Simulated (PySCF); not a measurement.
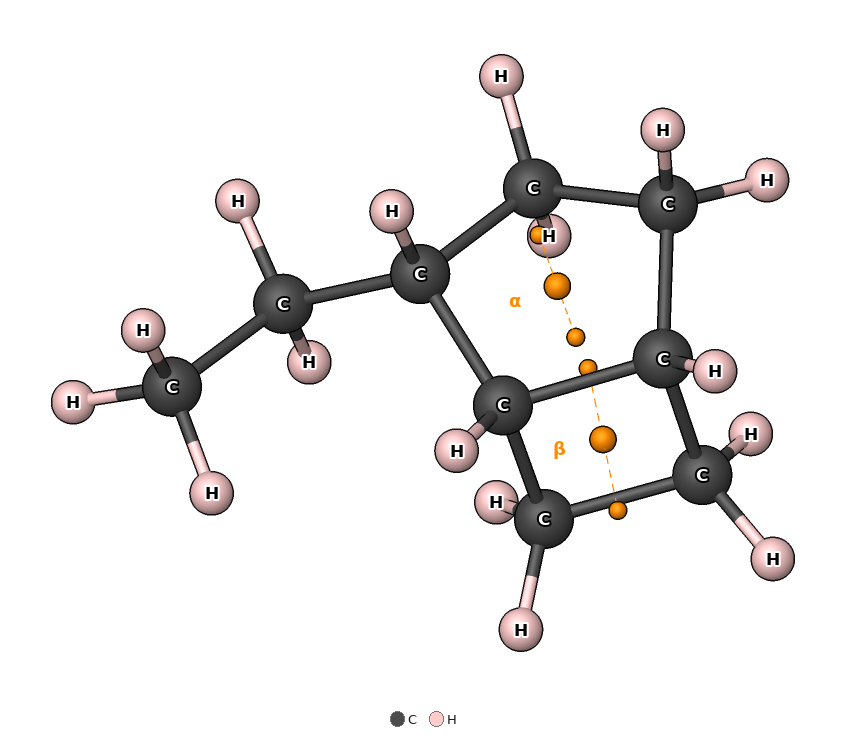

The small points mark where nucleus-independent chemical shifts (NICS) were computed: at the centre of each lettered ring and 1 Å above and below it. The geometry was computed by an optimisation with PBE0-D3(BJ)/def2-SVP. No frequency run is at hand to confirm it as a minimum. Method: GIAO PBE0/pcSseg-1 NMR shielding, non-relativistic, IEF-PCM chloroform (PySCF 2.14.0).

Give NICS(0), NICS(1) and the out-of-plane component NICS(1)zz for each ring (means of the two sides).

```tsv
ring	members	NICS(0)	NICS(1)	NICS(1)zz
α	C5	−4.9	−3.3	−3.0
β	C4	−0.2	−0.7	3.5
```

Values in ppm.

> What do the values say about the ring currents?

Ring α: weak, as in a non-aromatic ring. NICS is one index among several.
